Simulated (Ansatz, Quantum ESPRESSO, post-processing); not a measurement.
# Mo(100), 5 layers, one monolayer of Ga on top sites: vacuum level and surface dipole, part 5 of 6

Wanted: work functions and the surface dipole of Mo(100), 5 layers, one monolayer of Ga on top sites at several levels, with their cost.

Quantum ESPRESSO 7.5; plane-wave DFT, PBE, GBRV ultrasoft pseudopotentials; geometry and cross-check by Ansatz 0.2.0 with PAW datasets.

So far. Step 9 (Self-consistent run: RPBE, GBRV ultrasoft): More iterations help only where the error still falls; otherwise the mixing, the start or the set-up has to change. Step 10 (Ground state: PBEsol, GBRV ultrasoft): More iterations help only where the error still falls; otherwise the mixing, the start or the set-up has to change.

## Step 11: Ground state: revPBE, GBRV ultrasoft

Level of this step: plane-wave DFT, revPBE, GBRV ultrasoft pseudopotentials made under PBE (Quantum ESPRESSO 7.5). input_dft overrides the functional of the files.

Input file gbrv-revpbe.in:

```
&control
  prefix = 'gbrv-revpbe'
  outdir = './out'
  pseudo_dir = './pseudo'
  calculation = 'scf'
  tprnfor = .true.
/
&system
  ibrav = 0
  nat = 6
  ntyp = 2
  ecutwfc = 40
  ecutrho = 200
  input_dft = 'revpbe'
  occupations = 'smearing'
  smearing = 'mv'
  degauss = 0.02
  assume_isolated = 'esm'
  esm_bc = 'bc1'
/
&electrons
  conv_thr = 1e-07
  mixing_beta = 0.4
  electron_maxstep = 120
  mixing_mode = 'local-TF'
/
ATOMIC_SPECIES
  Mo  95.9500  mo_pbe_v1.uspp.F.UPF
  Ga  69.7230  ga_pbe_v1.4.uspp.F.UPF
CELL_PARAMETERS angstrom
  3.15000000000000 0.00000000000000 0.00000000000000
  0.00000000000000 3.15000000000000 0.00000000000000
  0.00000000000000 0.00000000000000 25.30000000000000
ATOMIC_POSITIONS crystal
  Mo  0.000000000000 0.000000000000 -0.174342322265
  Mo  0.500000000000 0.500000000000 -0.112089357865
  Mo  0.000000000000 0.000000000000 -0.049836393365
  Mo  0.500000000000 0.500000000000 0.013863642280
  Mo  -0.000000000000 0.000000000000 0.071079014521
  Ga  -0.000000000000 0.000000000000 0.174342322265
K_POINTS automatic
  8 8 1 0 0 0
```

Started as:

```sh
$ OMP_NUM_THREADS=1 mpirun -n 4 pw.x -nk 4 -in gbrv-revpbe.in > gbrv-revpbe.out
```

The log of the run:

```text
[banner, memory and clock lines left out]
Program PWSCF v.7.5 starts
[citation notice left out]

[...]
Message from routine setup:
[...]
bravais-lattice index     =            0
     lattice parameter (alat)  =       5.9526  a.u.
     unit-cell volume          =    1694.0968 (a.u.)^3
     number of atoms/cell      =            6
     number of atomic types    =            2
     number of electrons       =        89.00
     number of Kohn-Sham states=           54
     kinetic-energy cutoff     =      40.0000  Ry
     charge density cutoff     =     200.0000  Ry
     scf convergence threshold =      1.0E-07
     mixing beta               =       0.4000
     number of iterations used =            8  local-TF  mixing
     Exchange-correlation= REVPBE
                           (   1   4   4   4   0   0   0)

     Effective Screening Medium Method
     Boundary Conditions: Vacuum-Slab-Vacuum
     total charge in unit cell        =   0.0000
     grid points for fit at edges     =        4

[...]
PseudoPot. # 1 for Mo read from file:
     ./pseudo/mo_pbe_v1.uspp.F.UPF
     Pseudo is Ultrasoft + core correction, Zval = 14.0
     Generated by new atomic code, or converted to UPF format
     Using radial grid of  889 points,  6 beta functions with:
                l(1) =   0
                l(2) =   0
                l(3) =   1
                l(4) =   1
                l(5) =   2
                l(6) =   2
     Q(r) pseudized with  6 coefficients,  rinner =    1.000   1.000   1.000
                                                       1.000   1.000

     PseudoPot. # 2 for Ga read from file:
     ./pseudo/ga_pbe_v1.4.uspp.F.UPF
     Pseudo is Ultrasoft + core correction, Zval = 19.0
     Generated by new atomic code, or converted to UPF format
     Using radial grid of  871 points,  6 beta functions with:
                l(1) =   0
                l(2) =   0
                l(3) =   1
                l(4) =   1
                l(5) =   2
                l(6) =   2
     Q(r) pseudized with  8 coefficients,  rinner =    1.250   1.250   1.250
                                                       1.250   1.250

     atomic species   valence    mass     pseudopotential
     Mo               14.00    95.95000     Mo( 1.00)
     Ga               19.00    69.72300     Ga( 1.00)

      8 Sym. Ops. (no inversion) found

[...]
number of k points=    15  Marzari-Vanderbilt smearing, width (Ry)=  0.0200
[...]
Dense  grid:    80871 G-vectors     FFT dimensions: (  27,  27, 216)

     Smooth grid:    57637 G-vectors     FFT dimensions: (  24,  24, 200)

     Check: negative core charge=   -0.000001

     Initial potential from superposition of free atoms

     starting charge      87.9947, renormalised to      89.0000

     negative rho (up, down):  5.325E-03 0.000E+00
     Starting wfcs are   77 randomized atomic wfcs

     per-process dynamical memory:    80.3 Mb

     Self-consistent Calculation

     iteration #  1     ecut=    40.00 Ry     beta= 0.40
     Davidson diagonalization with overlap
     c_bands:  1 eigenvalues not converged
     c_bands:  3 eigenvalues not converged
     ethr =  1.00E-02,  avg # of iterations = 33.0

     negative rho (up, down):  1.496E+00 0.000E+00

     total energy              =    -474.08332602 Ry
     estimated scf accuracy    <    4846.21518901 Ry

     iteration #  2     ecut=    40.00 Ry     beta= 0.40
[...]
negative rho (up, down):  1.336E+00 0.000E+00

[...]
total energy              =    -615.96336086 Ry
     estimated scf accuracy    <   16568.04791166 Ry

     iteration #  3     ecut=    40.00 Ry     beta= 0.40
[...]
c_bands:  2 eigenvalues not converged
[...]
negative rho (up, down):  1.377E+00 0.000E+00

[...]
total energy              =   -1138.20123900 Ry
     estimated scf accuracy    <     478.29447651 Ry

     iteration #  4     ecut=    40.00 Ry     beta= 0.40
[...]
c_bands:  1 eigenvalues not converged
     c_bands:  1 eigenvalues not converged
     c_bands:  1 eigenvalues not converged
[...]
negative rho (up, down):  1.409E+00 0.000E+00

[...]
total energy              =   -1145.05208195 Ry
     estimated scf accuracy    <     886.40197701 Ry

     iteration #  5     ecut=    40.00 Ry     beta= 0.40
[...]
negative rho (up, down):  6.549E+00 0.000E+00

[...]
total energy              =   -1074.44473600 Ry
     estimated scf accuracy    <     876.49236239 Ry

     iteration #  6     ecut=    40.00 Ry     beta= 0.40
[...]
c_bands:  2 eigenvalues not converged
     c_bands:  2 eigenvalues not converged
     c_bands:  3 eigenvalues not converged
[...]
negative rho (up, down):  2.855E+00 0.000E+00

[...]
total energy              =   -1141.21526361 Ry
     estimated scf accuracy    <     266.79955116 Ry

[...]
iteration # 79     ecut=    40.00 Ry     beta= 0.40
[...]
c_bands:  1 eigenvalues not converged
[...]
negative rho (up, down):  4.092E-03 0.000E+00

[...]
total energy              =   -1111.93261309 Ry
     estimated scf accuracy    <       0.00000028 Ry

     iteration # 80     ecut=    40.00 Ry     beta= 0.40
[...]
negative rho (up, down):  4.093E-03 0.000E+00

[...]
total energy              =   -1111.93264865 Ry
     estimated scf accuracy    <       0.00000011 Ry

     iteration # 81     ecut=    40.00 Ry     beta= 0.40
[...]
negative rho (up, down):  4.094E-03 0.000E+00

[...]
total energy              =   -1111.93264985 Ry
     estimated scf accuracy    <       0.00000015 Ry

     iteration # 82     ecut=    40.00 Ry     beta= 0.40
[...]
negative rho (up, down):  4.100E-03 0.000E+00

[...]
End of self-consistent calculation

          k = 0.0000 0.0000 0.0000 (  7181 PWs)   bands (ev):

   -98.4678 -98.4618 -98.4618 -65.3053 -65.0605 -64.9391 -64.8296 -64.5993
   -39.5352 -39.4477 -39.4477 -39.3071 -39.1274 -39.1274 -39.1211 -38.9136
   -38.9136 -38.8007 -38.6063 -38.6063 -38.5439 -38.3843 -38.3843 -18.8620
   -18.8423 -18.7414 -18.7414 -18.7010 -11.5011 -10.4430  -9.0222  -8.8442
    -8.7960  -7.9560  -7.5585  -7.3630  -6.2788  -5.2728  -5.2728  -5.1660
    -5.0214  -4.8099  -4.8099  -4.2307  -4.1510  -4.0964  -4.0722  -4.0722
    -2.7988  -2.7639  -2.6485  -2.6485  -1.9628  -1.3712

          k = 0.0000 0.1250 0.0000 (  7196 PWs)   bands (ev):

   -98.4678 -98.4620 -98.4617 -65.2921 -65.0534 -64.9325 -64.8354 -64.6063
   -39.5736 -39.5376 -39.4169 -39.2799 -39.2121 -39.1053 -39.0413 -39.0100
   -38.9105 -38.7225 -38.6549 -38.6249 -38.5171 -38.4088 -38.4022 -18.8519
   -18.8318 -18.7500 -18.7407 -18.7074 -11.2779 -10.1474  -8.8097  -8.6821
    -8.5620  -7.8459  -7.4637  -7.2579  -6.2025  -5.6266  -5.5420  -5.4685
    -5.0701  -4.7350  -4.6791  -4.6031  -4.3102  -3.9317  -3.4541  -3.4212
    -3.3922  -3.0655  -2.5232  -2.1362  -1.8231  -1.6203

[...]
the Fermi energy is    -4.0169 ev

!    total energy              =   -1111.93260748 Ry
     estimated scf accuracy    <          5.6E-09 Ry
     smearing contrib. (-TS)   =      -0.00164193 Ry
     internal energy E=F+TS    =   -1111.93096555 Ry

     The total energy is F=E-TS. E is the sum of the following terms:
     one-electron contribution =   18269.87619139 Ry
     hartree contribution      =   -9158.67959103 Ry
     xc contribution           =    -145.11135757 Ry
     ewald contribution        =  -10078.01620834 Ry

     convergence has been achieved in  82 iterations

     negative rho (up, down):  4.100E-03 0.000E+00

     Forces acting on atoms (cartesian axes, Ry/au):

     atom    1 type  1   force =     0.00000000    0.00000000    0.04407725
     atom    2 type  1   force =     0.00000000    0.00000000   -0.04129574
     atom    3 type  1   force =     0.00000000    0.00000000   -0.00713933
     atom    4 type  1   force =     0.00000000    0.00000000   -0.00083413
     atom    5 type  1   force =     0.00000000    0.00000000    0.00183633
     atom    6 type  2   force =     0.00000000    0.00000000    0.00358478

     Total force =     0.060959     Total SCF correction =     0.000275

[...]
```

It took 7.3 min on 4 MPI ranks of Arm Neoverse V1, shared host; peak memory 0.73 GiB.

Read from the output:

```
free energy                                                    : -15128.6138 eV
Fermi energy                                                   : -4.017 eV
vacuum line at the lower end of the cell, over the Fermi level : 3.844 eV
vacuum line at the upper end of the cell, over the Fermi level : 4.190 eV
```

The potential energy, planar mean oscillates, so the rows of the table below give means over windows of 1.58 Å about each position, cut where the curve ends. Its maxima inside the range that stand out by 2 % of the span (Å: eV): -3.6: -7.99, -2.0: -8.71, -0.5: -7.84, 1.1: -10.7, 3.2: 2.08. Its minima: -4.5: -23.4, -2.8: -24.0, -1.3: -24.1, 0.3: -24.2, 1.8: -23.7, 4.5: -9.95.

Electrostatic potential energy of an electron; zero at the Fermi level. Potential energy, planar mean against z; means over each step:

```
 z (Å)  potential energy, planar mean (eV)
-11.86                                3.84
-10.28                                3.84
 -8.70                                3.83
 -7.12                                3.66
 -5.54                               -1.63
 -3.96                               -15.7
 -2.38                               -16.3
 -0.80                               -15.8
  0.78                               -17.6
  2.36                               -10.1
  3.94                               -4.49
  5.52                               0.379
  7.10                                4.08
  8.68                                4.19
 10.26                                4.19
 11.84                                4.19
```

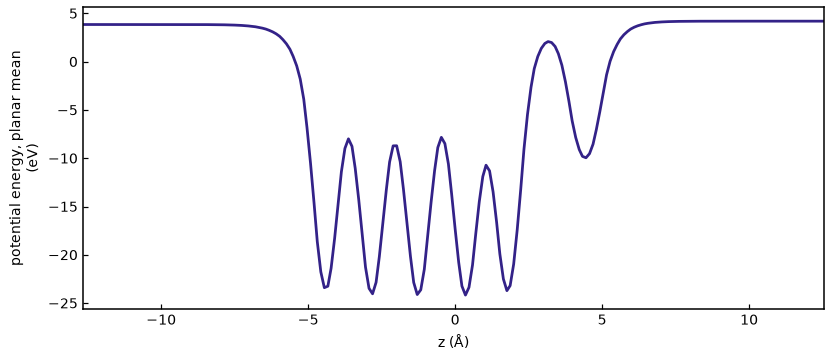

Potential energy, planar mean, plotted against z.

The upper face goes from 4.281 eV (PBE, GBRV) to 4.190 eV, a change of -0.091 eV.

## Step 12: All levels side by side

All levels:

```
                                                  level  upper face (eV)  lower face (eV)  dipole (e Å)  CPU time (s)
                                  QE PBE GBRV, sawtooth            4.281            3.963      -0.01741          2008
                                   QE PBE GBRV, ESM bc1            4.281            3.964             -          3968
                      QE revPBE GBRV ultrasoft, ESM bc1             4.19            3.844             -          1748
Ansatz PBE PAW, sawtooth (time of the whole relaxation)            4.293            3.954      -0.01856         94.23
```

The times are CPU seconds on a shared host; the codes use unlike cutoffs, datasets and smearings, so their times compare unlike work.

(Continued in part 6 of 6.)

[Logs are printed without paths, hosts, clocks, repeated set-up lines and the standing remarks that a program may print on its own settings, such as how far it seeks lower states.]

[Hosts, paths, dates, database ids (printed as entryN), source tags and the programs' standing remarks are cut or masked in the printed files.]

[Maps of the electrostatic potential energy from Ansatz leave out the sawtooth potential of an applied field or a dipole correction, so their vacuum need not be flat; planar profiles and work functions include it.]
